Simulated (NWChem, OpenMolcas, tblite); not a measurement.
## How methods differ on WO3 (tungsten trioxide)

WO3: 4 atoms, total charge 0, spin state singlet. As SMILES, `[O]=[W](=[O])=[O]`. Geometry: relaxed at PBE0-D4/def2-TZVP.

Quantity: the HOMO–LUMO gap, in eV. The values are calculated.

```tsv
level	kind	program	value (eV)	CPU time
GFN2-xTB	semi-empirical	tblite	1.63	under 2 s
HF/def2-SVPD (core potential)	Hartree–Fock	NWChem	10.71	27 s
SVWN5/def2-SVPD (core potential)	LDA	OpenMolcas	1.90	33 s
revPBE/def2-SVPD (core potential)	GGA	OpenMolcas	1.97	42 s
TPSS/def2-SVPD (core potential)	meta-GGA	NWChem	2.16	26 s
r2SCAN/def2-SVPD (core potential)	meta-GGA	OpenMolcas	2.45	51 s
M06-2X/def2-SVPD (core potential)	hybrid meta-GGA	OpenMolcas	6.40	53 s
PBE0/def2-SVPD (core potential)	global hybrid	OpenMolcas	4.18	40 s
wB97X/def2-SVPD (core potential)	range-separated hybrid	NWChem	8.56	4 min
B2PLYP/def2-SVPD (core potential)	double hybrid	OpenMolcas	6.51	34 s
```

The values span 1.63 to 10.71 eV. Orbital gaps aren't excitation energies, and those of double hybrids come from the SCF part alone; they tend to grow with the share of exact exchange. Times are those of the runs behind each value, whatever else they computed, on shared processors of several kinds: orders of magnitude only.

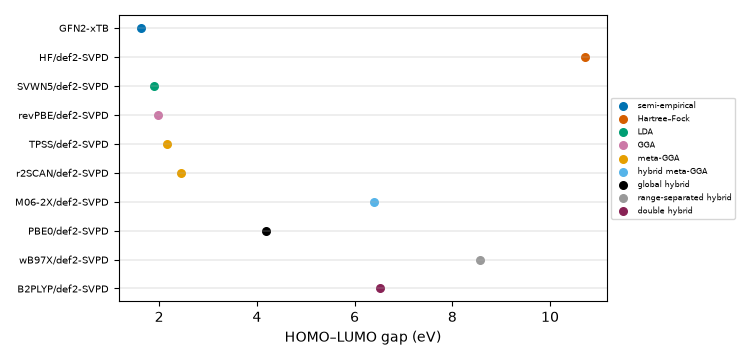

The values of the table, level by level.
